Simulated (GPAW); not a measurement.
# N/Ru(0001) in an electric field, part 2 of 2

How does N/Ru(0001) screen a perpendicular field?

GPAW 26.7.0; GPAW, PAW setups; slab in vacuum, relaxation (the session's first sound run).

So far, dipole along the normal (e·Å): step 2 (relaxation) -0.0741; step 3 (plane waves, PBE) -0.0744; step 4 (In a field) -0.147.

## Step 5: In a field

run.py reads:

```python
import json
import numpy as np
from ase import Atoms
from gpaw import GPAW, PW
from gpaw.external import ConstantElectricField

slab = Atoms(
    ['Ru', 'Ru', 'Ru', 'Ru', 'N'],
    positions=[
        [2.70000, 1.55885, 9.00000],
        [0.00000, 0.00000, 11.13840],
        [2.70000, 1.55885, 13.28674],
        [-0.00000, 0.00000, 15.54638],
        [2.70000, 1.55885, 16.75725]],
    cell=[[2.7, 0.0, 0.0], [1.35, 2.33827, 0.0], [0.0, 0.0, 25.9248]],
    pbc=[True, True, False])

slab.calc = GPAW(mode=PW(500), xc='PBE', kpts={'size': (13, 13, 1), 'gamma': True},
                 occupations={'name': 'fermi-dirac', 'width': 0.1}, nbands='160%',
                 convergence={'density': 1e-05}, maxiter=200,
                 poissonsolver={'dipolelayer': 'xy'},
                 external=ConstantElectricField(-0.1, [0, 0, 1]),
                 symmetry={'tolerance': 1e-3}, txt='slab.txt')
result = {}
energy = slab.get_potential_energy()
fermi = slab.calc.get_fermi_level()
v = slab.calc.get_electrostatic_potential().mean((0, 1)) - fermi
n = slab.calc.get_pseudo_density().mean((0, 1))
L = slab.cell[2, 2]
z = np.arange(len(v)) * L / len(v)
low, high = slab.positions[:, 2].min(), slab.positions[:, 2].max()
below, above = np.interp([low - 6.8, high + 6.8], z, v)
slopes = [np.interp(x, z, np.gradient(v, z)) for x in (low - 6.8, high + 6.8)]
eps = np.array([[slab.calc.get_eigenvalues(k, s) for k in range(len(slab.calc.get_ibz_k_points()))]
                for s in range(slab.calc.get_number_of_spins())]) - fermi
top, bottom = eps[eps < 0].max(), eps[eps > 0].min()
dipole = slab.get_dipole_moment()[2]
print(f'energy {energy:.4f} eV, Fermi level {fermi:.4f} eV, dipole {dipole:.5f} e A')
print(f'potential 6.8 A off the faces, from the Fermi level: lower {below:.4f} eV, upper {above:.4f} eV')
print(f'slope of the potential there: lower {slopes[0]:.5f}, upper {slopes[1]:.5f} eV/A')
print(f'nearest levels on the mesh: {top:.4f} and {bottom:.4f} eV')
print('magnetic moment', round(slab.get_magnetic_moment(), 3))
result.update(energy=energy, fermi=fermi, dipole=dipole, below=below, above=above, slopes=slopes, edges=[top, bottom],
              z=z.tolist(), v=v.tolist(), n=n.tolist(), positions=slab.positions.tolist(),
              forces=slab.get_forces(apply_constraint=False).tolist(), moments=slab.get_magnetic_moments().tolist())
json.dump(result, open('result.json', 'w'))
```

Started as:

```
$ OMP_NUM_THREADS=1 OPENBLAS_NUM_THREADS=1 python run.py
```

Log:

```text
energy -43.1843 eV, Fermi level 1.0378 eV, dipole -0.11025 e A
potential 6.8 A off the faces, from the Fermi level: lower 4.4620 eV, upper 7.6237 eV
slope of the potential there: lower -0.00057, upper 0.00016 eV/A
nearest levels on the mesh: -0.0090 and 0.0236 eV
magnetic moment 0.0
```

The job ended after 13 min (1 thread of Arm Neoverse V1, shared host; peak memory 0.64 GiB).

Numbers from this step:

```
dipole along the normal                                         : -0.1102 e·Å
levels nearest the Fermi level on the mesh                      : -0.008960, 0.02363 eV from the Fermi level
potential below the slab, the applied field's own ramp left out : 4.462 eV from the Fermi level
potential above the slab, the applied field's own ramp left out : 7.624 eV from the Fermi level
```

The electrostatic potential energy of an electron (without an applied field's), less the Fermi level, planar mean oscillates, so the rows of the table below give means over windows of 2 Å about each position, cut where the curve ends. Its maxima inside the range that stand out by 2 % of the span (Å: eV): 10.1: -2.15, 12.2: -1.98, 14.4: -0.968, 16.3: -9.27, 22.5: 7.62. Its minima: 9.0: -28.4, 11.1: -28.7, 13.3: -28.2, 15.6: -29.1, 16.7: -14.8.

Electrostatic potential energy of an electron (without an applied field's), less the Fermi level, planar mean against z; means over each step:

```csv
z (Å),"electrostatic potential energy of an electron (without an applied field's), less the Fermi level, planar mean (eV)"
0,4.76
2,4.46
4,4.46
6,4.38
8,-5.76
10,-12.8
12,-12.8
14,-12.2
16,-17.4
18,5.57
20,7.62
22,7.62
24,7.62
```

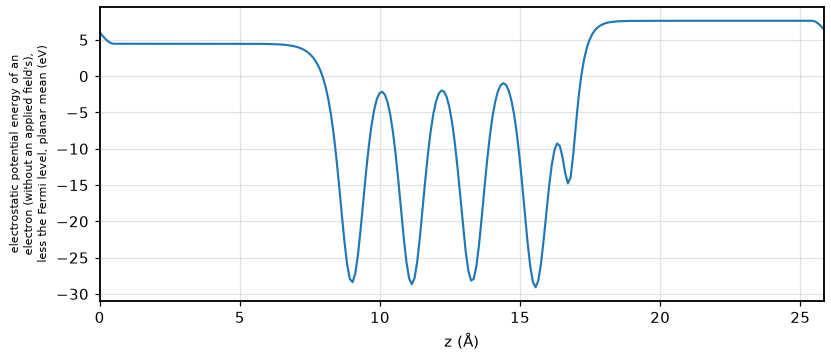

Electrostatic potential energy of an electron (without an applied field's), less the Fermi level, planar mean against z.

Force by atom:

```csv
atom,x (eV/Å),y (eV/Å),z (eV/Å),size
Ru1,0.000,0.000,0.715,0.715
Ru2,0.000,0.000,-0.774,0.774
Ru3,0.000,0.000,0.002,0.002
Ru4,0.000,0.000,-0.036,0.036
N5,-0.001,-0.001,0.024,0.024
```

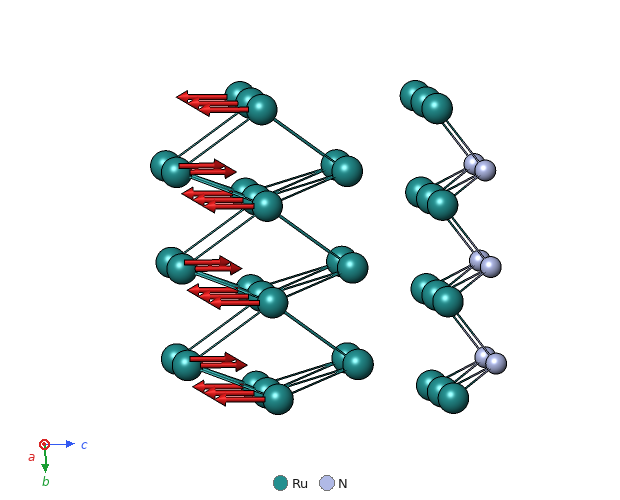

Force as arrows, the longest 0.774 eV/Å. Bonds to atoms that aren't drawn are left out. 2×3×1 cells are drawn. Some periodic images of atoms are drawn too.

The dipole is now -0.110 e Å, against -0.074 in the run without a field.

## Step 6: In a field

run.py, as its differences from that of step 5:

```diff
@@ -21,3 +21,3 @@
                  poissonsolver={'dipolelayer': 'xy'},
-                 external=ConstantElectricField(-0.1, [0, 0, 1]),
+                 external=ConstantElectricField(-0.05, [0, 0, 1]),
                  symmetry={'tolerance': 1e-3}, txt='slab.txt')
```

Log:

```text
energy -43.1793 eV, Fermi level 1.0206 eV, dipole -0.09208 e A
potential 6.8 A off the faces, from the Fermi level: lower 4.7513 eV, upper 7.3922 eV
slope of the potential there: lower -0.00060, upper 0.00016 eV/A
nearest levels on the mesh: -0.0092 and 0.0234 eV
magnetic moment 0.0
```

It took 13 min on 1 thread; peak memory 0.64 GiB.

## Step 7: Field on

run.py, as its differences from that of step 6:

```diff
@@ -21,3 +21,3 @@
                  poissonsolver={'dipolelayer': 'xy'},
-                 external=ConstantElectricField(-0.05, [0, 0, 1]),
+                 external=ConstantElectricField(0.05, [0, 0, 1]),
                  symmetry={'tolerance': 1e-3}, txt='slab.txt')
```

Log:

```text
energy -43.1720 eV, Fermi level 0.9855 eV, dipole -0.05570 e A
potential 6.8 A off the faces, from the Fermi level: lower 5.3313 eV, upper 6.9296 eV
slope of the potential there: lower -0.00061, upper 0.00016 eV/A
nearest levels on the mesh: -0.0097 and 0.0228 eV
magnetic moment 0.0
```

The job ended after 15 min (1 thread; peak memory 0.64 GiB).

The electrostatic potential energy of an electron (without an applied field's), less the Fermi level, planar mean oscillates, so the rows of the table below give means over windows of 2.11 Å about each position, cut where the curve ends. Its maxima inside the range that stand out by 2 % of the span (Å: eV): 10.1: -1.71, 12.2: -1.86, 14.4: -1.19, 16.3: -9.78. Its minima: 9.0: -27.8, 11.1: -28.4, 13.3: -28.2, 15.6: -29.5, 16.7: -15.3.

Table of electrostatic potential energy of an electron (without an applied field's), less the Fermi level, planar mean by z; means over each step:

```csv
z (Å),"electrostatic potential energy of an electron (without an applied field's), less the Fermi level, planar mean (eV)"
1.05,5.40
3.17,5.33
5.28,5.31
7.39,2.35
9.50,-13.2
11.61,-13.6
13.72,-13.2
15.83,-17.3
17.94,4.06
20.05,6.93
22.16,6.93
24.27,6.93
```

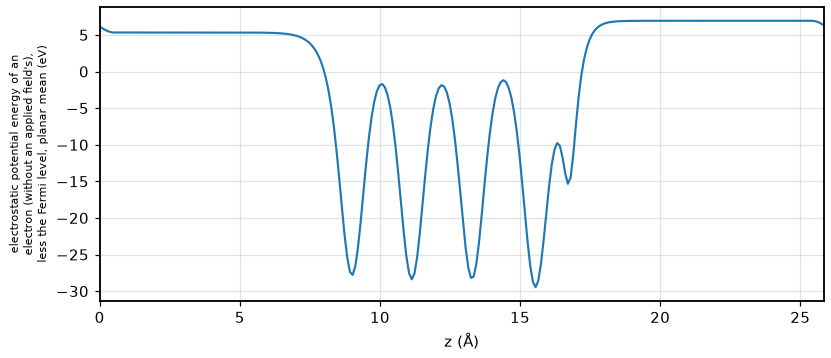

Electrostatic potential energy of an electron (without an applied field's), less the Fermi level, planar mean, plotted against z.

## Step 8: Field on

run.py, as its differences from that of step 7:

```diff
@@ -21,3 +21,3 @@
                  poissonsolver={'dipolelayer': 'xy'},
-                 external=ConstantElectricField(0.05, [0, 0, 1]),
+                 external=ConstantElectricField(0.1, [0, 0, 1]),
                  symmetry={'tolerance': 1e-3}, txt='slab.txt')
```

Log:

```text
energy -43.1697 eV, Fermi level 0.9678 eV, dipole -0.03752 e A
potential 6.8 A off the faces, from the Fermi level: lower 5.6217 eV, upper 6.6988 eV
slope of the potential there: lower -0.00064, upper 0.00016 eV/A
nearest levels on the mesh: -0.0102 and 0.0224 eV
magnetic moment 0.0
```

It took 14 min on 1 thread; peak memory 0.64 GiB.

The electrostatic potential energy of an electron (without an applied field's), less the Fermi level, planar mean oscillates, so the rows of the table below give means over windows of 2.11 Å about each position, cut where the curve ends. Its maxima inside the range that stand out by 2 % of the span (Å: eV): 10.1: -1.57, 12.2: -1.82, 14.4: -1.26, 16.3: -9.95. Its minima: 9.0: -27.6, 11.1: -28.3, 13.3: -28.2, 15.6: -29.6, 16.7: -15.5.

Electrostatic potential energy of an electron (without an applied field's), less the Fermi level, planar mean against z; means over each step:

```csv
z (Å),"electrostatic potential energy of an electron (without an applied field's), less the Fermi level, planar mean (eV)"
1.05,5.67
3.17,5.62
5.28,5.60
7.39,2.62
9.50,-13.0
11.61,-13.5
13.72,-13.3
15.83,-17.4
17.94,3.84
20.05,6.70
22.16,6.70
24.27,6.70
```

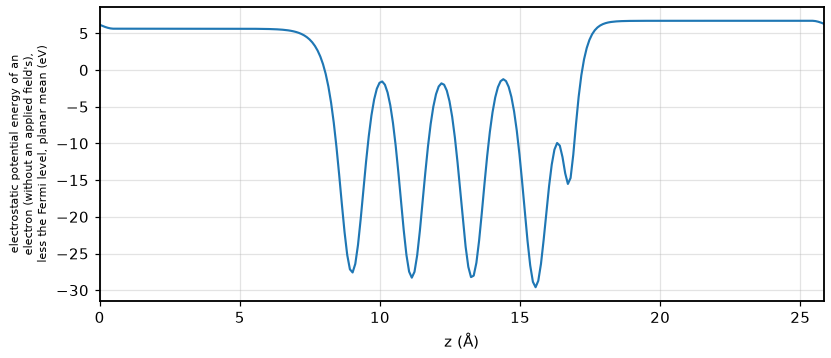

Electrostatic potential energy of an electron (without an applied field's), less the Fermi level, planar mean, plotted against z.

The dipole is now -0.0375 e Å, against -0.074 in the run without a field.

## Step 9: Field on

run.py, as its differences from that of step 8:

```diff
@@ -21,3 +21,3 @@
                  poissonsolver={'dipolelayer': 'xy'},
-                 external=ConstantElectricField(0.1, [0, 0, 1]),
+                 external=ConstantElectricField(0.2, [0, 0, 1]),
                  symmetry={'tolerance': 1e-3}, txt='slab.txt')
```

Log:

```text
energy -43.1679 eV, Fermi level 0.9315 eV, dipole -0.00109 e A
potential 6.8 A off the faces, from the Fermi level: lower 6.2044 eV, upper 6.2375 eV
slope of the potential there: lower -0.00059, upper 0.00015 eV/A
nearest levels on the mesh: -0.0106 and 0.0217 eV
magnetic moment 0.0
```

Run time: 14 min. Hardware: 1 thread; peak memory 0.64 GiB.

The dipole is now -0.00109 e Å, against -0.074 in the run without a field.

## Step 10: Field on

run.py, as its differences from that of step 9:

```diff
@@ -21,3 +21,3 @@
                  poissonsolver={'dipolelayer': 'xy'},
-                 external=ConstantElectricField(0.2, [0, 0, 1]),
+                 external=ConstantElectricField(0.3, [0, 0, 1]),
                  symmetry={'tolerance': 1e-3}, txt='slab.txt')
```

Log:

```text
energy -43.1697 eV, Fermi level 0.8943 eV, dipole 0.03540 e A
potential 6.8 A off the faces, from the Fermi level: lower 6.7901 eV, upper 5.7772 eV
slope of the potential there: lower -0.00061, upper 0.00016 eV/A
nearest levels on the mesh: -0.0111 and 0.0207 eV
magnetic moment 0.0
```

Wall time 13 min (1 thread); peak memory 0.64 GiB.

The electrostatic potential energy of an electron (without an applied field's), less the Fermi level, planar mean oscillates, so the rows of the table below give means over windows of 2.11 Å about each position, cut where the curve ends. Its maxima inside the range that stand out by 2 % of the span (Å: eV): 10.1: -0.990, 12.2: -1.67, 14.4: -1.55, 16.3: -10.6. Its minima: 9.0: -26.8, 11.1: -27.9, 13.3: -28.3, 15.6: -30.1, 16.7: -16.3.

Table of electrostatic potential energy of an electron (without an applied field's), less the Fermi level, planar mean by z; means over each step:

```csv
z (Å),"electrostatic potential energy of an electron (without an applied field's), less the Fermi level, planar mean (eV)"
1.05,6.75
3.17,6.79
5.28,6.77
7.39,3.69
9.50,-12.3
11.61,-13.2
13.72,-13.4
15.83,-18.0
17.94,2.96
20.05,5.78
22.16,5.78
24.27,5.78
```

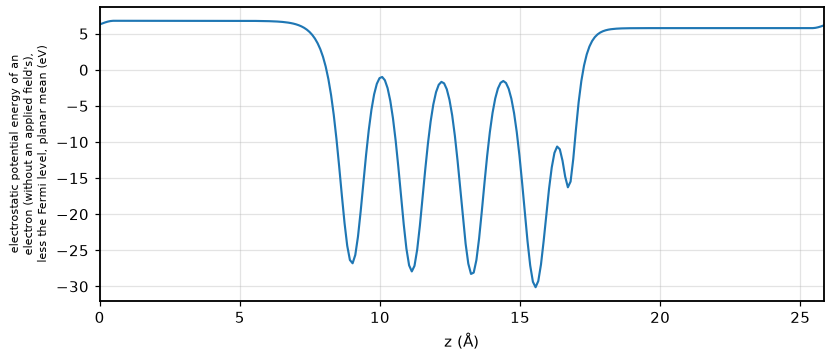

Electrostatic potential energy of an electron (without an applied field's), less the Fermi level, planar mean, plotted against z.

The dipole is now 0.0354 e Å, against -0.074 in the run without a field.

## Step 11: The series

The members are put on one axis.

This step: induced dipole against applied field (GPAW 26.7.0).

Dipole along the normal against field:

```csv
field (V/Å),dipole along the normal (e·Å)
-0.200,-0.147
-0.100,-0.110
-0.050,-0.0921
0.000,-0.0744
0.050,-0.0557
0.100,-0.0375
0.200,-0.00109
0.300,0.0354
```

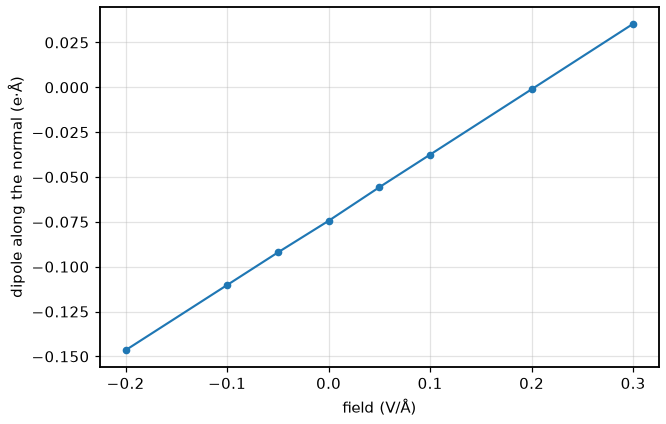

Dipole along the normal against field.

## Step 12: A changed run

One more run, with changed settings.

This step: GPAW, PAW setups; slab in vacuum (GPAW 26.7.0).

run.py, as its differences from that of step 10:

```diff
@@ -4,3 +4,2 @@
 from gpaw import GPAW, PW
-from gpaw.external import ConstantElectricField
 
@@ -18,6 +17,5 @@
 slab.calc = GPAW(mode=PW(500), xc='PBE', kpts={'size': (13, 13, 1), 'gamma': True},
-                 occupations={'name': 'fermi-dirac', 'width': 0.1}, nbands='160%',
-                 convergence={'density': 1e-05}, maxiter=200,
+                 occupations={'name': 'fermi-dirac', 'width': 1.0}, nbands='160%',
+                 convergence={'density': 1e-05}, maxiter=100,
                  poissonsolver={'dipolelayer': 'xy'},
-                 external=ConstantElectricField(0.3, [0, 0, 1]),
                  symmetry={'tolerance': 1e-3}, txt='slab.txt')
```

Log:

```text
energy -43.4849 eV, Fermi level 1.0904 eV, dipole -0.05118 e A
potential 6.8 A off the faces, from the Fermi level: lower 5.4149 eV, upper 6.8773 eV
slope of the potential there: lower -0.01959, upper 0.00746 eV/A
nearest levels on the mesh: -0.0059 and 0.0427 eV
magnetic moment 0.0
```

Run time: 2.5 min. Hardware: 1 thread; peak memory 0.27 GiB.

The run finished. A setting was moved off its sound value on purpose, so it serves as a test and not as the result.

The fault put into the input: a smearing of electronvolts (width = 1.0).

Side by side:

```csv
quantity,this run,sound run,difference
dipole along the normal (e·Å),-0.051181,-0.074435,0.0233
upper work function (eV),6.8773,7.1608,-0.284
lower work function (eV),5.4149,5.0406,0.374
```

The two runs differ clearly in the dipole along the normal: -0.0512 e·Å against -0.0744 e·Å.

## Step 13: Outcome

| Property | Result |
| --- | --- |
| work function, upper and lower face | 7.161 and 5.041 eV |
| dipole along the normal | -0.0744 e Å |
| induced dipole per field | 0.364 e Å per V/Å |
| out-of-plane polarisability per area, α/(ε0 A) | 10.4 Å |

In words: The field induces 0.364 e Å per V/Å, a polarisable thickness α/(ε0 A) of 10.4 Å beside 7.76 Å between the outermost nuclei. A perfect conductor would give the distance between its two image planes; a dielectric of thickness t gives t(1 - 1/ε). The two faces differ by 2.1 eV, the step that the slab's dipole makes (e p/(ε0 A) gives 2.1 eV), so the dipole layer is needed. The induced dipole is linear in the field over this range. The cell of 6.31 Å² holds one N, started on one chosen site; other sites and coverages weren't tried. The in-plane lattice was kept as typed, which isn't the functional's own and leaves some strain; spin-orbit coupling and temperature are left out.

[Logs are printed without paths, hosts, clocks, repeated set-up lines and the standing remarks that a program may print on its own settings, such as how far it seeks lower states.]

[Hosts, paths, dates, database ids (printed as entryN), source tags and the programs' standing remarks are cut or masked in the printed files.]
